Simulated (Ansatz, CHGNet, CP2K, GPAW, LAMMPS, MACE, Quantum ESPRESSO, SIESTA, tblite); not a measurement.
**Quantum ESPRESSO on glassy 69SiO2-10CaO-10Na2O-10BaO (mol %) (81 atoms): settings compared**

How far do other settings of Quantum ESPRESSO move the forces in glassy 69SiO2-10CaO-10Na2O-10BaO (mol %) (81 atoms)? One run of the same program serves as the yardstick.

Method: the method is named at each step, in Quantum ESPRESSO 7.5.

**1. Starting point**

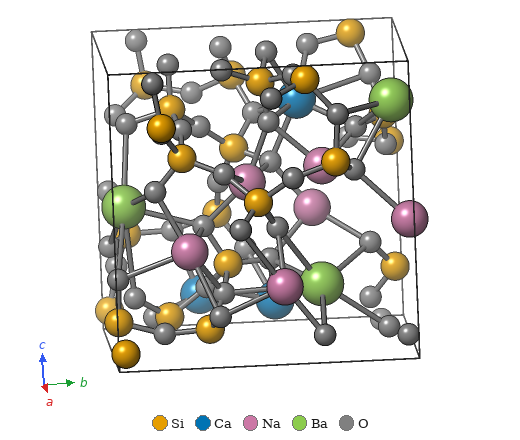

The cell as given, slightly off an axis (silicon orange, calcium blue, sodium pink, barium green, oxygen grey). Bonds to atoms that aren't drawn are left out. Some periodic images of atoms are drawn too.

The cell holds 81 atoms: 20 Si, 3 Ca, 6 Na, 3 Ba and 49 O. Its edges and angles: a = 10.453 Å, b = 10.453 Å, c = 10.453 Å, α = 90.0°, β = 90.0°, γ = 90.0°. 81 atoms (20 Si, 3 Ca, 6 Na, 3 Ba, 49 O) placed at random at 2.8 g/cm³, melted at 4000 K for 10 ps at fixed volume with the Morse and Coulomb pair potential with partial charges (Pedone, Malavasi, Menziani, Cormack and Segre, J. Phys. Chem. B 110, 11780 (2006)). Quenched from 4000 K to 300 K at 8 K/ps and fixed volume, held 10 ps at zero pressure.

The yardstick, on the same geometry:

| Quantity | Value |
| --- | --- |
| method | Kohn-Sham DFT, PBE, SSSP efficiency 1.3.0 pseudopotentials, plane waves (Quantum ESPRESSO 7.5); sssp-pbe-1.3.0-efficiency, cutoffs 60/480 Ry, Γ point |
| r.m.s. force component | 1.324 eV/Å |
| longest force | 5.525 eV/Å |
| pressure | 5.761 GPa |
| gap (highest filled to lowest empty level) | 2.945 eV |
| time | 4.1 min on 4 MPI ranks of Arm Neoverse V2, shared host |
| CPU time | 16 min |

**2. PBE, gbrv-1.5, 40/200 Ry**

Method: Kohn-Sham DFT, PBE, GBRV 1.5 ultrasoft pseudopotentials, plane waves.

pw.in reads:

```
&control
  calculation = 'scf'
  pseudo_dir = './pseudo'
  outdir = './tmp'
  disk_io = 'none'
  tprnfor = .true.
  tstress = .true.
/
&system
  ibrav = 0
  nat = 81
  ntyp = 5
  ecutwfc = 40
  ecutrho = 200
  nosym = .true.
  occupations = 'smearing'
  smearing = 'fd'
  degauss = 0.003675
/
&electrons
  conv_thr = 4.0e-07
  electron_maxstep = 100
  mixing_beta = 0.4
  mixing_mode = 'plain'
  diagonalization = 'david'
/
ATOMIC_SPECIES
Si 28.085 Si.upf
Ca 40.078 Ca.upf
Na 22.990 Na.upf
Ba 137.327 Ba.upf
O 15.999 O.upf
CELL_PARAMETERS angstrom
10.45342 0.00000 0.00000
0.00000 10.45342 0.00000
0.00000 0.00000 10.45342
ATOMIC_POSITIONS crystal
Si 0.92464 0.75002 0.66145
Si 0.70371 0.01818 0.12334
Si 0.37247 0.94085 0.73258
Si 0.37652 0.20401 0.08643
Si 0.99996 0.02322 0.06002
Si 0.11273 0.45337 0.84919
Si 0.73266 0.31969 0.09118
Si 0.64574 0.52268 0.90130
Si 0.11862 0.08405 0.33327
Si 0.90938 0.65886 0.94036
Si 0.38081 0.95994 0.22126
Si 0.50307 0.39929 0.27417
Si 0.11685 0.96994 0.60489
Si 0.29551 0.44293 0.63062
Si 0.22709 0.84964 0.98875
Si 0.00026 0.17043 0.81229
Si 0.87211 0.49011 0.52938
Si 0.46373 0.23048 0.79519
Si 0.12522 0.38675 0.38938
Si 0.74365 0.24788 0.66995
Ca 0.08109 0.32091 0.11303
Ca 0.40938 0.65293 0.80135
Ca 0.31173 0.56002 0.11676
Na 0.57216 0.46955 0.55555
Na 0.92282 0.56485 0.24975
Na 0.76247 0.26067 0.35788
Na 0.84901 0.99225 0.44726
Na 0.37349 0.69208 0.43088
Na 0.60877 0.71883 0.60436
Ba 0.71109 0.95253 0.82925
Ba 0.51330 0.05889 0.48231
Ba 0.67222 0.69992 0.21713
O 0.51577 0.55278 0.98185
O 0.30553 0.90515 0.86115
O 0.12704 0.23595 0.33987
O 0.75617 0.62763 0.93537
O 0.79176 0.38314 0.61751
O 0.77673 0.55505 0.42810
O 0.72856 0.15466 0.55927
O 0.71007 0.39209 0.95498
O 0.23616 0.15969 0.06743
O 0.85011 0.17748 0.77289
O 0.14463 0.47632 0.27159
O 0.23830 0.70423 0.95988
O 0.07265 0.03065 0.47124
O 0.05163 0.32164 0.78706
O 0.60597 0.25453 0.74583
O 0.39393 0.32970 0.18325
O 0.72097 0.02105 0.26930
O 0.27164 0.95008 0.61748
O 0.46335 0.54098 0.27883
O 0.02872 0.05042 0.21451
O 0.60070 0.54714 0.75956
O 0.61493 0.92068 0.05564
O 0.92932 0.60565 0.61408
O 0.71046 0.16946 0.07922
[... 21 atom lines left out ...]
O 0.51600 0.32167 0.40662
O 0.19866 0.51713 0.73277
O 0.21986 0.39093 0.50871
O 0.00255 0.14674 0.96264
K_POINTS gamma
```

Started as:

```bash
$ OMP_NUM_THREADS=1 mpirun -np 2 pw.x -in pw.in > output.txt
```

What it wrote:

```text
Program PWSCF
     gamma-point specific algorithms are used
     Parallelization info
     sticks:   dense  smooth     PW     G-vecs:    dense   smooth      PW
     Min        3109    2478    617               184077   131794   16491
     Max        3112    2479    620               184080   131801   16496
     Sum        6221    4957   1237               368157   263595   32987
     bravais-lattice index     =            0
     lattice parameter (alat)  =      19.7541  a.u.
     unit-cell volume          =    7708.5342 (a.u.)^3
     number of atoms/cell      =           81
     number of atomic types    =            5
     number of electrons       =       488.00
     number of Kohn-Sham states=          293
     kinetic-energy cutoff     =      40.0000  Ry
     charge density cutoff     =     200.0000  Ry
     scf convergence threshold =      4.0E-07
     mixing beta               =       0.4000
     number of iterations used =            8  plain     mixing
     Exchange-correlation= SLA  PW   PBE  PBE
                           (   1   4   3   4   0   0   0)
     crystal axes: (cart. coord. in units of alat)
               a(1) = (   1.000000   0.000000   0.000000 )
               a(2) = (   0.000000   1.000000   0.000000 )
               a(3) = (   0.000000   0.000000   1.000000 )
     reciprocal axes: (cart. coord. in units 2 pi/alat)
               b(1) = (  1.000000  0.000000  0.000000 )
               b(2) = (  0.000000  1.000000  0.000000 )
               b(3) = (  0.000000  0.000000  1.000000 )
     PseudoPot. # 1 for Si:
     Pseudo is Ultrasoft + core correction, Zval =  4.0
     PseudoPot. # 2 for Ca:
     Pseudo is Ultrasoft + core correction, Zval = 10.0
     PseudoPot. # 3 for Na:
     Pseudo is Ultrasoft, Zval =  9.0
     PseudoPot. # 4 for Ba:
     Pseudo is Ultrasoft + core correction, Zval = 10.0
     PseudoPot. # 5 for O :
     Pseudo is Ultrasoft + core correction, Zval =  6.0
     atomic species   valence    mass     pseudopotential
     Si                4.00    28.08500     Si( 1.00)
     Ca               10.00    40.07800     Ca( 1.00)
     Na                9.00    22.99000     Na( 1.00)
     Ba               10.00   137.32700     Ba( 1.00)
     O                 6.00    15.99900     O ( 1.00)
     No symmetry found
   Cartesian axes
     number of k points=     1  Fermi-Dirac smearing, width (Ry)=  0.0037
                       cart. coord. in units 2pi/alat
        k(    1) = (   0.0000000   0.0000000   0.0000000), wk =   2.0000000
     Dense  grid:   184079 G-vectors     FFT dimensions: (  90,  90,  90)
     Smooth grid:   131798 G-vectors     FFT dimensions: (  80,  80,  80)
     Check: negative core charge=   -0.000002
     Initial potential from superposition of free atoms
     starting charge     487.8874, renormalised to     488.0000
     negative rho (up, down):  2.844E-01 0.000E+00
     Starting wfcs are  375 randomized atomic wfcs
     Self-consistent Calculation
     iteration #  1     ecut=    40.00 Ry     beta= 0.40
     negative rho (up, down):  2.779E-01 0.000E+00
     total energy              =   -2785.64832653 Ry
     estimated scf accuracy    <      22.39628001 Ry
     iteration #  2     ecut=    40.00 Ry     beta= 0.40
     negative rho (up, down):  2.730E-01 0.000E+00
     total energy              =   -2790.56798628 Ry
     estimated scf accuracy    <       0.96675458 Ry
     iteration #  3     ecut=    40.00 Ry     beta= 0.40
     negative rho (up, down):  2.686E-01 0.000E+00
     total energy              =   -2790.61304806 Ry
     estimated scf accuracy    <       0.29074189 Ry
     iteration #  4     ecut=    40.00 Ry     beta= 0.40
     negative rho (up, down):  2.652E-01 0.000E+00
     total energy              =   -2790.64233541 Ry
     estimated scf accuracy    <       0.04702599 Ry
     iteration #  5     ecut=    40.00 Ry     beta= 0.40
     negative rho (up, down):  2.647E-01 0.000E+00
     total energy              =   -2790.64408339 Ry
     estimated scf accuracy    <       0.00695313 Ry
     iteration #  6     ecut=    40.00 Ry     beta= 0.40
[...]
total energy              =   -2790.64555475 Ry
     estimated scf accuracy    <       0.00042966 Ry
     iteration #  7     ecut=    40.00 Ry     beta= 0.40
[...]
total energy              =   -2790.64573263 Ry
     estimated scf accuracy    <       0.00021173 Ry
     iteration #  8     ecut=    40.00 Ry     beta= 0.40
[...]
total energy              =   -2790.64577867 Ry
     estimated scf accuracy    <       0.00000995 Ry
     iteration #  9     ecut=    40.00 Ry     beta= 0.40
[...]
total energy              =   -2790.64578139 Ry
     estimated scf accuracy    <       0.00000493 Ry
     iteration # 10     ecut=    40.00 Ry     beta= 0.40
     negative rho (up, down):  2.639E-01 0.000E+00
     End of self-consistent calculation
          k = 0.0000 0.0000 0.0000 ( 16494 PWs)   bands (ev):
   -46.5814 -46.4920 -46.3209 -45.9317 -45.6079 -45.1538 -34.2235 -33.9367
   -33.7910 -22.1308 -21.9889 -21.8140 -18.5856 -18.5307 -18.5125 -18.4762
   -18.4092 -18.3478 -18.3050 -18.2686 -18.2065 -17.8883 -17.8636 -17.8302
   -17.6339 -17.5503 -17.4771 -17.1875 -17.1110 -17.0376 -16.8905 -16.3586
   -16.2151 -16.0815 -15.9193 -15.8039 -15.5452 -15.4416 -15.4398 -15.3863
   -15.3492 -15.3164 -15.2980 -15.2624 -15.1541 -15.0896 -15.0806 -15.0220
[...]
10.6817  10.7178  10.7862  10.8228  10.9035  10.9362  11.0015  11.0515
    11.1084  11.1961  11.2247  11.2971  11.4346  11.4387  11.5080  11.5692
    11.6485  11.6764  11.7681  11.7973  11.8181  11.9110  11.9453  12.0624
    12.0818  12.1198  12.1587  12.2230  12.2537
     the Fermi energy is     6.2092 ev
!    total energy              =   -2790.64578250 Ry
     estimated scf accuracy    <       0.00000020 Ry
     smearing contrib. (-TS)   =      -0.00000000 Ry
     internal energy E=F+TS    =   -2790.64578250 Ry
     The total energy is F=E-TS. E is the sum of the following terms:
     one-electron contribution =   -1531.12408462 Ry
     hartree contribution      =    1010.93406222 Ry
     xc contribution           =    -659.93360659 Ry
     ewald contribution        =   -1610.52215351 Ry
     convergence has been achieved in  10 iterations
     negative rho (up, down):  2.639E-01 0.000E+00
     Forces acting on atoms (cartesian axes, Ry/au):
     atom    1 type  1   force =     0.04284692    0.00662476    0.07162625
     atom    2 type  1   force =     0.08522743    0.06960728   -0.01736086
     atom    3 type  1   force =    -0.04626406    0.04759699    0.08147985
     atom    4 type  1   force =    -0.00837156    0.02819549   -0.00625527
     atom    5 type  1   force =    -0.05796504   -0.03055870    0.04017812
     atom    6 type  1   force =    -0.06333445    0.02791301   -0.11389416
[...]
atom   79 type  5   force =    -0.01829378    0.00026797   -0.00365868
     atom   80 type  5   force =     0.01312823   -0.03372007   -0.00744282
     atom   81 type  5   force =     0.00123673   -0.01080994    0.05510565
     Total force =     0.788532     Total SCF correction =     0.000810
     Computing stress (Cartesian axis) and pressure
     negative rho (up, down):  2.639E-01 0.000E+00
          total   stress  (Ry/bohr**3)                   (kbar)     P=       57.93
   0.00043185   0.00004574   0.00013036           63.53        6.73       19.18
   0.00004574   0.00037107   0.00007463            6.73       54.59       10.98
   0.00013036   0.00007463   0.00037839           19.18       10.98       55.66
     Message from routine punch:
     Nothing written, as per user request (disk_io='none')
```

Wall time 2.2 min (2 MPI ranks of Arm Neoverse V2, shared host); peak memory 1.6 GiB; 4.4 min of CPU time.

Banners, paths, timers and routine set-up lines are dropped from the logs unmarked, and long logs keep their key lines alone; longer cuts are marked.

Compared with the plane-wave run:

| Item | Value |
| --- | --- |
| r.m.s. force component | 1.301 eV/Å |
| r.m.s. difference of force components | 33.55 meV/Å |
| longest difference of force vectors | 131.1 meV/Å |
| force difference over r.m.s. force | 2.533 % |
| slope of forces against the reference's | 0.982 |
| correlation of force components | 0.9998 |
| gap (highest filled to lowest empty level) | 2.955 eV |
| gap difference | 0.01 eV |
| pressure | 5.793 GPa |
| pressure difference | 0.032 GPa |

Length of the force difference by element (eV/Å):

| element | atoms | mean | most |
| --- | --- | --- | --- |
| Ba | 3 | 0.0099 | 0.012 |
| Ca | 3 | 0.0032 | 0.0054 |
| Na | 6 | 0.0061 | 0.0076 |
| O | 49 | 0.049 | 0.13 |
| Si | 20 | 0.056 | 0.10 |

Levels nearest the highest filled one (eV from it): -0.88, -0.85, -0.82, -0.71, -0.70, -0.53, -0.52, -0.42, -0.33, -0.23, -0.05, 0.00, 2.96, 3.80, 4.28, 4.43, 4.51, 4.72, 4.88, 4.99, 5.08, 5.17, 5.24, 5.42.

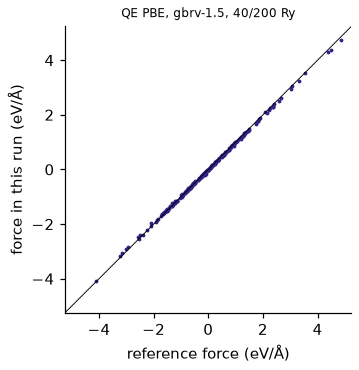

Force components against those of the reference; the line marks equality.

A closer look about O73, which bears the longest force: 9 atoms, nearest first, numbered in the order of the input, with positions taken from that point.

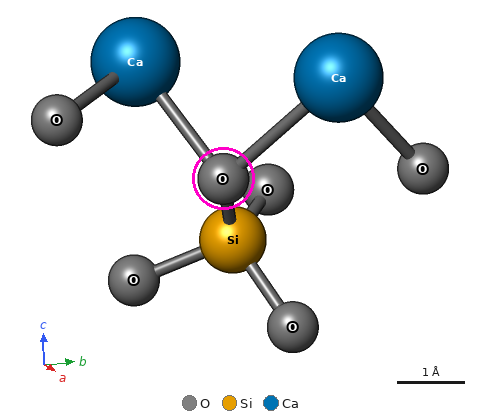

The atoms of the table, within 3.0 Å (arrows a, b, c point along x, y, z); some may hide others; the central atom is ringed.

| atom | x | y | z | distance (Å) | Fx | Fy | Fz (eV/Å) |
| --- | --- | --- | --- | --- | --- | --- | --- |
| O73 | 0.00 | 0.00 | 0.00 | 0.00 | 2.52 | -0.49 | 4.75 |
| Si6 | -0.91 | 0.39 | -1.13 | 1.50 | -1.63 | 0.72 | -2.93 |
| Ca21 | -1.25 | -1.00 | 1.63 | 2.28 | 0.35 | -0.49 | -0.67 |
| Ca23 | 1.17 | 1.50 | 1.67 | 2.53 | 0.07 | -0.68 | -1.31 |
| O46 | -1.55 | -0.99 | -1.78 | 2.56 | -0.74 | -2.40 | -0.35 |
| O79 | -0.02 | 1.05 | -2.35 | 2.57 | -0.47 | 0.01 | -0.09 |
| O68 | -2.17 | 1.29 | -0.66 | 2.61 | 0.50 | -1.14 | -0.86 |
| O41 | 0.38 | -2.68 | 1.15 | 2.95 | -1.97 | 0.43 | 0.26 |
| O44 | 0.40 | 3.01 | 0.03 | 3.03 | -0.05 | -2.48 | 0.29 |

Forces lie 2.5 % from the reference's, at 0.27 times its CPU time (on 2 against 4 cores).

**3. Summary of results**

```yaml
force_difference_from_the_reference: QE PBE, gbrv-1.5, 40/200 Ry, 2.5 %
its_cpu_time: 4.4 min
```

What this shows: PBE on plane waves or a grid with other potentials, cutoffs or grids differs from the reference by 2.5 % (QE PBE, gbrv-1.5, 40/200 Ry) of the r.m.s. force; this holds the reference's own error, so differences of a few per cent don't tell which side is nearer the exact PBE result. One electronic-structure run takes under half the reference's CPU time: QE PBE, gbrv-1.5, 40/200 Ry, at 2.5 % in 4.4 min against 16 min. PBE gaps agree with the reference's 2.95 eV within 0.011 eV. The reference's pressure holds the uncorrected Pulay stress of its 60 Ry basis, so small pressure differences, and their order, may be the reference's own error. The quench rate of 8 K/ps is many orders above laboratory rates, so the cell is likely richer in defects and strain than a real sample. The network of bonds at the start is that of the classical potential that made the cell, and needn't be the one that DFT or experiment would give. The electronic-structure runs sample only Γ, in a cell whose shortest periodic width is 10 Å. Spin–orbit coupling is left out, which matters for the levels of the heavy elements.

[Also dropped from logs without a mark: logging warnings of Python, and SIESTA's first energy breakdown and zero terms.]

[Logs are printed without paths, hosts, clocks, repeated set-up lines and the standing remarks that a program may print on its own settings, such as how far it seeks lower states.]

[Hosts, paths, dates, database ids (printed as entryN), source tags and the programs' standing remarks are cut or masked in the printed files.]
